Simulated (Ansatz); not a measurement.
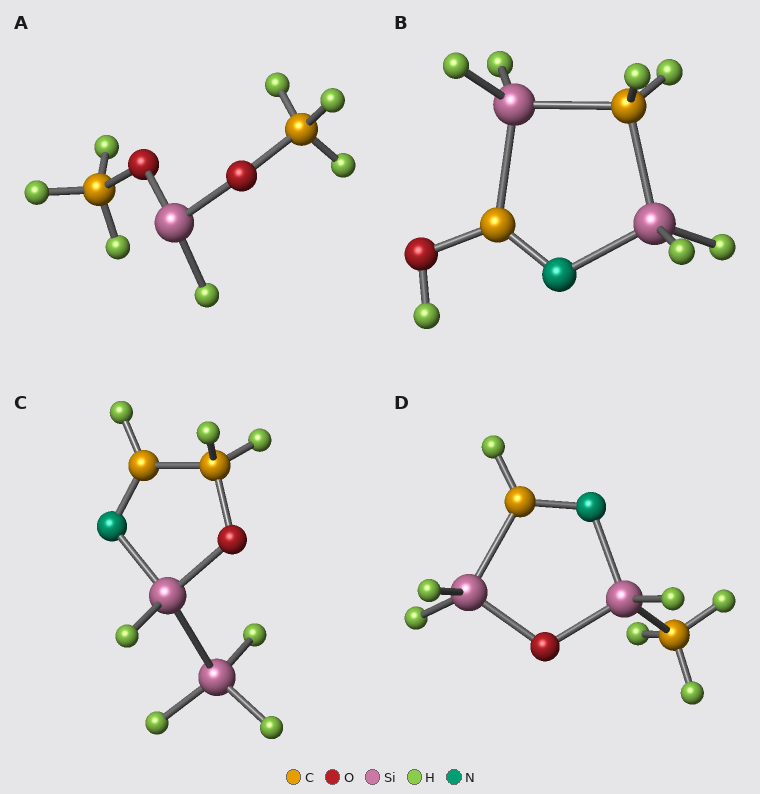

Source: calculation with Ansatz.

Question: Match each picture to its SMILES.
(1) CO[SiH]OC
(2) C[Si@H]1N=C[SiH2]O1
(3) [SiH3][Si@@H]1N=CCO1
(4) OC1=N[SiH2]C[SiH2]1

Answer: A is (1), B is (4), C is (3), D is (2).
